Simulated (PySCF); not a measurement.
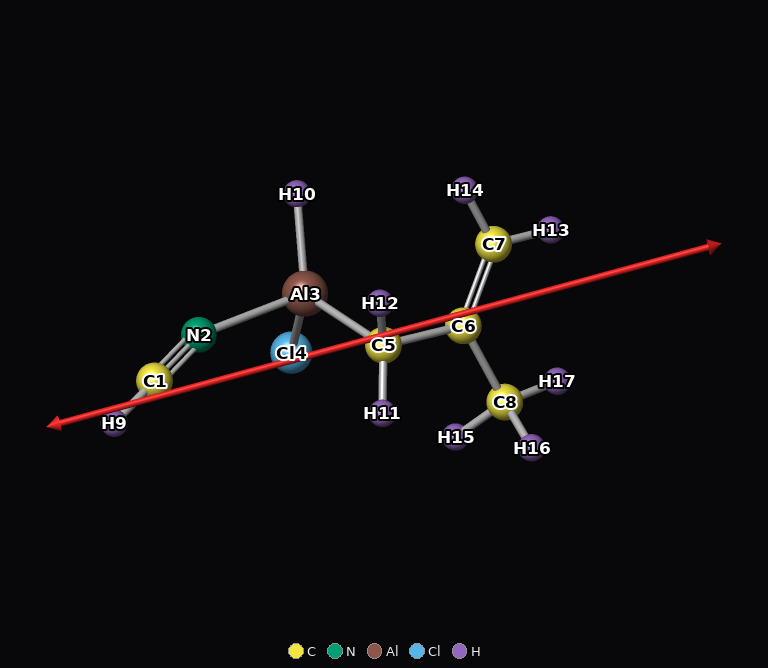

The double arrow shows the direction of the transition dipole to excited singlet state 2 (its length means nothing). The computed structure is the end point of a GFN2-xTB optimisation. No frequency run is at hand to confirm it as a minimum. Properties computed with TDDFT PBE0/def2-SVPD, vertical, gas phase, core orbitals frozen in the response (PySCF 2.14.0).

**How is the transition polarised?**

Close to the long direction C1···C7.

**Give its energy, strength and character.**

3.63 eV (342 nm), oscillator strength 0.14, mainly HOMO → LUMO+1 (weight 0.84); transition dipole 3.16 D.

The geometry is semi-empirical. Around Al such bond lengths and angles can be off by a tenth of an ångström or more and by several degrees, and values that hang on the shape move with them.
